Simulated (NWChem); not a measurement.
**B3LYP/6-311G(d,p) run of BH3S2 (SMILES SBS)**

Aim: the electronic atomisation energy of BH3S2 at B3LYP/6-311G**, from 4 runs. 

Program for the calculation: NWChem 7.3.0.

## Step 1: The molecule

BH3S2 has 6 atoms, charge 0, and is taken as a singlet. SMILES: `SBS`. The coordinates come from a PBE0-D4/def2-TZVP relaxation. This is one conformer, not always the lowest.

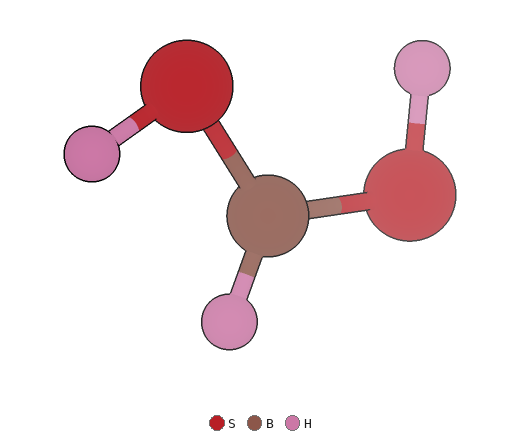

Viewed from a chosen angle; sulfur red, boron brown, hydrogen pink.

## Step 2: The energy at B3LYP/6-311G(d,p) (run 1)

The input, bh3s2.nw:

```
start bh3s2
memory total 2200 mb
geometry noautosym nocenter noautoz
   S    -0.819900   -0.605200   -1.516500
   B     0.091400   -0.453600    0.008900
   S     0.333100    1.114800    0.829800
   H    -1.145600    0.688100   -1.694600
   H     0.535500   -1.462200    0.457500
   H     1.047600    0.654100    1.868800
end
basis spherical bse
   S library 6-311G**
   B library 6-311G**
   H library 6-311G**
end
dft
   xc b3lyp
   grid fine
   convergence energy 1e-08
   maxiter 100
   mulliken
   noprint "final vectors analysis"
end
task dft energy
```

Run with:

```
$ nwchem bh3s2.nw > bh3s2.out
```

Standard output:

```text
[...]
          Wavefunction type:  closed shell.
          No. of atoms     :     6
          No. of electrons :    40
[...]
          Charge           :     0
          Spin multiplicity:     1
[...]
          AO basis - number of functions:    88
[...]
              XC Information
              --------------
                         B3LYP Method XC Potential
                     Hartree-Fock (Exact) Exchange  0.200
                        Slater Exchange Functional  0.800 local
                    Becke 1988 Exchange Functional  0.720 non-local
              Lee-Yang-Parr Correlation Functional  0.810
                  VWN I RPA Correlation Functional  0.190 local
[...]
 d= 0,ls=0.0,diis     1   -823.0987903552 -9.43D+02  6.84D-03  1.30D+00     1.3
[...]
 d= 0,ls=0.0,diis    10   -823.1535446841 -2.63D-10  1.18D-07  1.08D-10     9.7
         Total DFT energy =     -823.153544684147
      One electron energy =    -1373.255884978952
           Coulomb energy =      486.956388034622
    Exchange-Corr. energy =      -56.622771682457
 Nuclear repulsion energy =      119.768723942641
[...]
      Total Density - Mulliken Population Analysis
     ---------------------------------------------
    Atom       Charge   Shell Charges
 -----------   ------   -------------------------------------------------------
    1 S   16    16.02   0.77  1.19  0.93  1.06  1.11  0.80  1.87  4.01  1.08  2.53  0.62  0.05
    2 B    5     5.15   1.13  0.86  0.46  0.70  1.08  0.32  0.52  0.10
    3 S   16    16.03   0.77  1.19  0.93  1.06  1.10  0.79  1.87  4.01  1.08  2.54  0.63  0.05
    4 H    1     0.93   0.25  0.54  0.11  0.03
    5 H    1     0.95   0.27  0.54  0.12  0.02
    6 H    1     0.92   0.25  0.54  0.10  0.03
[...]
```

Wall time 11 s (1 thread of AMD EPYC 7R13 (Zen 3), shared host); peak memory 0.11 GiB.

## Step 3: The B atom at the same level (run 2)

The input, mymol.nw:

```
START mymol
memory stack 880 mb heap 220 mb global 1100 mb
charge 0
GEOMETRY units angstroms noautosym nocenter noautoz
  B        0.000000       0.000000       0.000000
END
BASIS spherical bse
  * library 6-311G**
END
DFT
  xc b3lyp
  mult 2
  grid fine
  convergence energy 1e-08
  iterations 100
  mulliken
  noprint "final vectors analysis"
END
TASK dft
```

Run the same way, it converges to -24.66187 Eh (log not shown).

## Step 4: The H atom, same level (run 3)

The input, work.nw:

```
echo
start work
title "H"
memory total 2200 mb
charge 0

geometry units angstrom noautosym nocenter noautoz
   H        0.000000       0.000000       0.000000
end

basis spherical bse
   H library 6-311G**
end

dft
   xc b3lyp
   mult 2
   grid fine
   convergence energy 1e-08
   iterations 100
   mulliken
   print low
end

task dft
```

Run the same way, it converges to -0.50216 Eh (log not shown).

## Step 5: The S atom at the same level (run 4)

The input, calc.nw:

```
START calc
TITLE "S"
memory 2200 mb

GEOMETRY units atomic noautosym nocenter noautoz
  S   0.00000000  0.00000000  0.00000000
END

BASIS spherical bse
  * library 6-311G**
END

DFT
  xc b3lyp
  mult 3
  grid fine
  convergence energy 1e-08
  maxiter 100
  mulliken
  print low
END

TASK dft energy
```

Run the same way, it converges to -398.13208 Eh (log not shown).

## Step 6: The series

| run | level | partner | energy (Eh) | wall time |
| --- | --- | --- | --- | --- |
| 1 | B3LYP/6-311G** | base | -823.153545 | 11 s |
| 2 | UB3LYP/6-311G** | atoms | -24.661869 | 1.2 s |
| 3 | UB3LYP/6-311G** | atoms | -0.502156 | 1.1 s |
| 4 | UB3LYP/6-311G** | atoms | -398.132082 | 1.6 s |

## Step 7: Outcome

Level: B3LYP/6-311G**.

| quantity | value |
| --- | --- |
| S atom: total energy | -398.13208 Eh |
| S atom: ⟨S²⟩ | 2.002 |
| electronic atomisation energy | 19.621 eV |

In words: Taking the molecule apart into free atoms costs 19.62 eV (1893 kJ/mol), before zero-point energy and without spin-orbit coupling. All runs together took 15 s, the longest 11 s.
